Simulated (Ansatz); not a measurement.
**AlN$_{2}$H$_{6}$Cl: geometry relaxation (part 2 of 2)**

Continued. System: AlN$_{2}$H$_{6}$Cl. Method: RKS B3LYP-D4/6-31G* (Ansatz 0.2.0). It belongs to a series of runs on one base structure; here: end point A relaxed.

Geometry of the input (Å):
```
Al -0.0142  -0.1592  -0.0545
Cl -0.0572  -0.3952  2.1305
N  1.5560  0.0058  -0.8497
H  1.7070  -0.0758  -1.8486
H  2.4352  0.0967  -0.3559
N  -1.5672  -0.2347  -0.8968
H  -2.4454  -0.4375  -0.4363
H  -1.7084  -0.0595  -1.8836
H  0.1606  2.4730  0.7672
H  0.0880  2.0517  1.3328
```

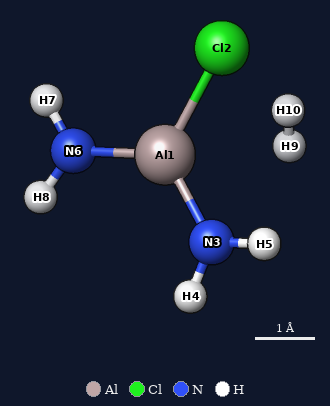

**Figure 1.** The geometry at step 10 of the log (ball-and-stick view, seen at a tilt; atoms are numbered from 1 in the order of the input).

Trajectory as extended XYZ, continued:
```
10
Properties=species:S:1:pos:R:3:forces:R:3 step=5 energy=-22200.88959
Al   -0.0190   -0.3225   -0.0811    0.0151   0.0051   0.0513
Cl   -0.0446   -0.6194    2.0175    0.0035  -0.0106   0.0081
N     1.5491   -0.1013   -0.8706   -0.0118  -0.0116  -0.0207
H     1.6955   -0.0403   -1.8696    0.0170   0.0127   0.0031
H     2.4306   -0.0644   -0.3753   -0.0210  -0.0041  -0.0086
N    -1.5730   -0.3340   -0.9267    0.0120   0.0064  -0.0290
H    -2.4567   -0.5097   -0.4671   -0.0039   0.0040  -0.0065
H    -1.7111   -0.1398   -1.9098   -0.0104  -0.0104   0.0065
H     0.2036    2.8992    0.8868   -0.0029  -0.0030   0.0256
H     0.0801    2.4973    1.5009    0.0025   0.0116  -0.0297
10
Properties=species:S:1:pos:R:3:forces:R:3 step=6 energy=-22200.88944 accepted=F
Al   -0.0170   -0.3347   -0.0822   -0.0020   0.0131  -0.0230
Cl   -0.0325   -0.6325    2.0163    0.0007  -0.0030  -0.0060
N     1.5473   -0.1192   -0.8791    0.1167   0.0007   0.0494
H     1.7109   -0.0081   -1.8701   -0.0668   0.0029  -0.0568
H     2.4272   -0.0969   -0.3790   -0.0379  -0.0094   0.0257
N    -1.5717   -0.3387   -0.9262   -0.1250  -0.0090  -0.0088
H    -2.4594   -0.4938   -0.4657    0.0319  -0.0070   0.0578
H    -1.7234   -0.1707   -1.9116    0.0833   0.0095  -0.0392
H     0.2422    2.9612    0.9300   -0.0070  -0.0036   0.0044
H     0.0308    2.4985    1.4725    0.0061   0.0059  -0.0035
10
Properties=species:S:1:pos:R:3:forces:R:3 step=7 energy=-22200.89085
Al   -0.0171   -0.3271   -0.0775    0.0017  -0.0005   0.0076
Cl   -0.0372   -0.6271    2.0206    0.0017  -0.0033   0.0022
N     1.5484   -0.1160   -0.8742   -0.0004  -0.0027  -0.0080
H     1.6930   -0.0176   -1.8705    0.0016   0.0044   0.0041
H     2.4308   -0.0906   -0.3803   -0.0018  -0.0030  -0.0011
N    -1.5702   -0.3329   -0.9259   -0.0024   0.0019  -0.0022
H    -2.4572   -0.4934   -0.4669    0.0003   0.0027  -0.0021
H    -1.7045   -0.1593   -1.9133    0.0008  -0.0045   0.0002
H     0.1950    2.9368    0.9044   -0.0037  -0.0057   0.0175
H     0.0733    2.4923    1.4886    0.0023   0.0107  -0.0181
10
Properties=species:S:1:pos:R:3:forces:R:3 step=8 energy=-22200.89115
Al   -0.0134   -0.3326   -0.0817   -0.0025  -0.0085  -0.0125
Cl   -0.0264   -0.6297    2.0164   -0.0005   0.0023   0.0067
N     1.5515   -0.1358   -0.8829    0.0425   0.0082  -0.0115
H     1.6981   -0.0016   -1.8751   -0.0156  -0.0050   0.0225
H     2.4345   -0.1301   -0.3884   -0.0171  -0.0014  -0.0089
N    -1.5683   -0.3338   -0.9263   -0.0370   0.0012  -0.0034
H    -2.4571   -0.4747   -0.4636    0.0159   0.0025   0.0043
H    -1.7040   -0.1868   -1.9179    0.0163   0.0000   0.0008
H     0.1876    2.9941    0.9429   -0.0210  -0.0641   0.0697
H     0.0519    2.4959    1.4816    0.0190   0.0648  -0.0677
10
Properties=species:S:1:pos:R:3:forces:R:3 step=9 energy=-22200.89115 accepted=F
Al   -0.0124   -0.3378   -0.0799   -0.0015   0.0044  -0.0097
Cl   -0.0276   -0.6358    2.0180    0.0010  -0.0004   0.0057
N     1.5521   -0.1373   -0.8818   -0.0102   0.0007  -0.0195
H     1.6914   -0.0065   -1.8756    0.0060  -0.0036   0.0272
H     2.4365   -0.1313   -0.3910    0.0061  -0.0001  -0.0077
N    -1.5667   -0.3321   -0.9266    0.0081   0.0016  -0.0033
H    -2.4556   -0.4735   -0.4649    0.0002   0.0036  -0.0122
H    -1.6965   -0.1796   -1.9184   -0.0074  -0.0055   0.0182
H     0.1598    2.9926    0.9324   -0.0159  -0.0816   0.0977
H     0.0733    2.5062    1.4928    0.0137   0.0809  -0.0966
10
Properties=species:S:1:pos:R:3:forces:R:3 step=10 energy=-22200.89143
Al   -0.0114   -0.3344   -0.0823   -0.0013  -0.0027  -0.0045
Cl   -0.0246   -0.6281    2.0165    0.0000   0.0019   0.0029
N     1.5532   -0.1387   -0.8845    0.0149   0.0020  -0.0047
H     1.6964   -0.0070   -1.8772   -0.0059  -0.0015   0.0069
H     2.4372   -0.1347   -0.3927   -0.0043  -0.0018  -0.0027
N    -1.5669   -0.3317   -0.9262   -0.0130   0.0005  -0.0017
H    -2.4558   -0.4667   -0.4625    0.0052   0.0006   0.0016
H    -1.7004   -0.1893   -1.9187    0.0062   0.0003   0.0003
H     0.1741    2.9981    0.9477   -0.0073  -0.0170   0.0191
H     0.0526    2.4977    1.4850    0.0054   0.0175  -0.0174
10
Properties=species:S:1:pos:R:3:forces:R:3 step=11 energy=-22200.89159
Al   -0.0063   -0.3340   -0.0842   -0.0003  -0.0054   0.0048
Cl   -0.0178   -0.6201    2.0160    0.0010   0.0032  -0.0008
N     1.5580   -0.1502   -0.8906   -0.0120  -0.0002  -0.0046
H     1.6952   -0.0165   -1.8838    0.0075  -0.0004   0.0054
H     2.4443   -0.1553   -0.4033    0.0033  -0.0003  -0.0037
N    -1.5631   -0.3261   -0.9259    0.0125   0.0016  -0.0028
H    -2.4524   -0.4491   -0.4600   -0.0006   0.0012  -0.0085
H    -1.6932   -0.1969   -1.9208   -0.0096   0.0001   0.0092
H     0.1396    3.0126    0.9622   -0.0070  -0.0257   0.0285
H     0.0502    2.5006    1.4954    0.0051   0.0260  -0.0276
10
Properties=species:S:1:pos:R:3:forces:R:3 step=12 energy=-22200.89168
Al    0.0009   -0.3414   -0.0869   -0.0014   0.0196   0.0085
Cl   -0.0070   -0.6098    2.0160    0.0013  -0.0057  -0.0072
N     1.5638   -0.1663   -0.8980   -0.0116  -0.0057  -0.0014
H     1.6975   -0.0249   -1.8906    0.0079  -0.0038   0.0025
H     2.4524   -0.1826   -0.4151   -0.0002   0.0008  -0.0029
N    -1.5580   -0.3198   -0.9248    0.0131  -0.0049   0.0003
H    -2.4478   -0.4314   -0.4568    0.0017   0.0018  -0.0082
H    -1.6884   -0.1954   -1.9202   -0.0092  -0.0020   0.0079
H     0.0998    3.0327    0.9799   -0.0059  -0.0366   0.0379
H     0.0411    2.5040    1.5015    0.0043   0.0366  -0.0374
10
Properties=species:S:1:pos:R:3:forces:R:3 step=13 energy=-22200.89172
Al    0.0081   -0.3328   -0.0894    0.0026  -0.0087   0.0017
Cl    0.0048   -0.5964    2.0141    0.0012   0.0043  -0.0081
N     1.5704   -0.1824   -0.9073   -0.0155  -0.0003   0.0054
H     1.7018   -0.0512   -1.9016    0.0063   0.0006  -0.0031
H     2.4609   -0.2039   -0.4282   -0.0017  -0.0002   0.0007
N    -1.5523   -0.3114   -0.9247    0.0095   0.0008   0.0037
H    -2.4425   -0.4074   -0.4537    0.0068   0.0007  -0.0085
H    -1.6836   -0.2023   -1.9218   -0.0076   0.0024   0.0084
H     0.0496    3.0501    1.0050   -0.0022  -0.0805   0.0756
H     0.0372    2.5027    1.5127    0.0006   0.0810  -0.0759
10
Properties=species:S:1:pos:R:3:forces:R:3 step=14 energy=-22200.89191
Al    0.0069   -0.3362   -0.0889    0.0014   0.0017   0.0013
Cl    0.0032   -0.6011    2.0142    0.0010   0.0005  -0.0038
N     1.5694   -0.1795   -0.9049   -0.0106  -0.0019   0.0014
H     1.7024   -0.0466   -1.8987    0.0045  -0.0007  -0.0022
H     2.4591   -0.1991   -0.4242   -0.0001  -0.0003   0.0012
N    -1.5534   -0.3126   -0.9240    0.0085  -0.0009   0.0003
H    -2.4431   -0.4137   -0.4535    0.0018   0.0004  -0.0037
H    -1.6858   -0.1953   -1.9200   -0.0050   0.0009   0.0050
H     0.0560    3.0480    1.0001   -0.0011  -0.0227   0.0215
H     0.0399    2.5012    1.5050   -0.0004   0.0230  -0.0210
```

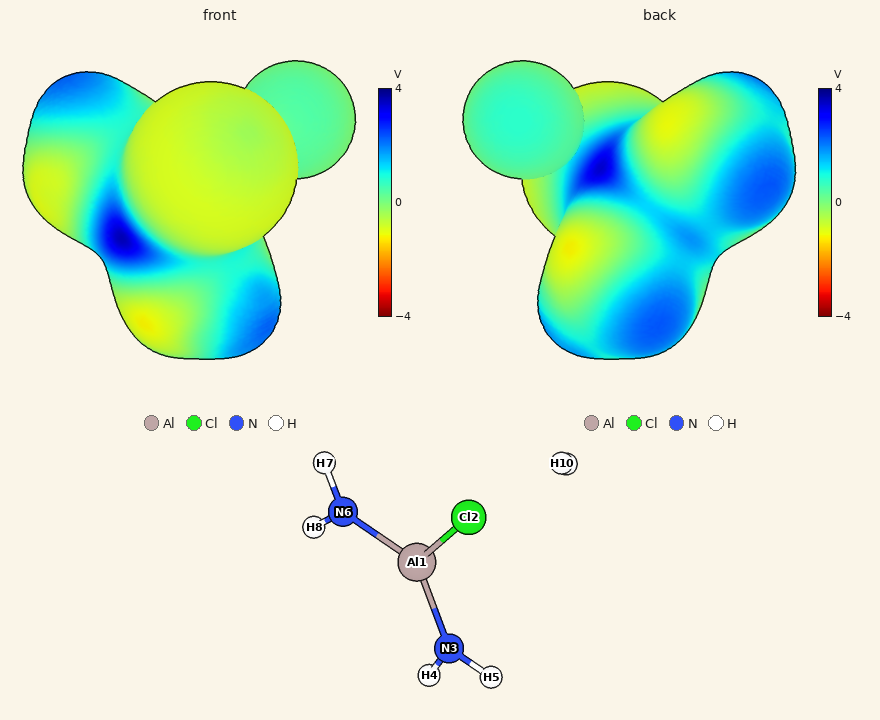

**Figure 2.** The molecular electrostatic potential painted on the density surface at 0.004 e/bohr³, seen at a tilt and from behind; the colour scale runs from red (negative) to blue (positive). The bare structure is drawn below in the same view.

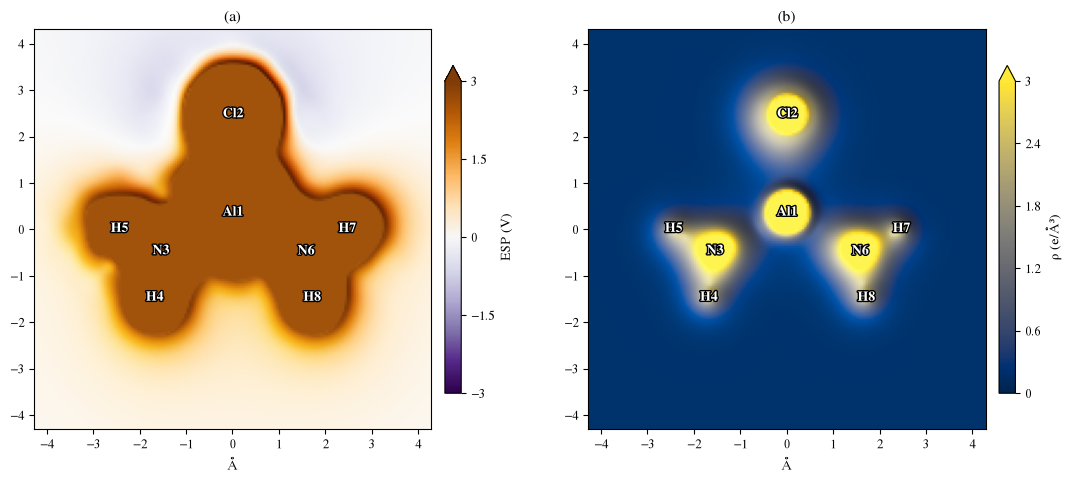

**Figure 3.** (a) electrostatic potential; (b) total electron density on the plane of atoms N3, Al1 and N6. The section cuts through Al, Cl, N and H sites. Al–N (1.77 Å): ρ is about 0.82 e/Å³ halfway. N–H (1.01 Å): ρ is about 2.8 e/Å³ halfway, with its minimum of 2.2 e/Å³ about 0.7 Å from N.

Results in brief:

| quantity | value |
| --- | --- |
| outcome | converged |
| total energy | −22200.8922 eV |
| mean-field energy | −22200.6073 eV |
| largest force (length of the vector) at the end | 0.031 eV/Å |
| hardware | 1 thread of Arm Neoverse V2, 24 GiB of memory available, shared host |
| wall time | 54 s |
| peak memory | 0.16 GiB |
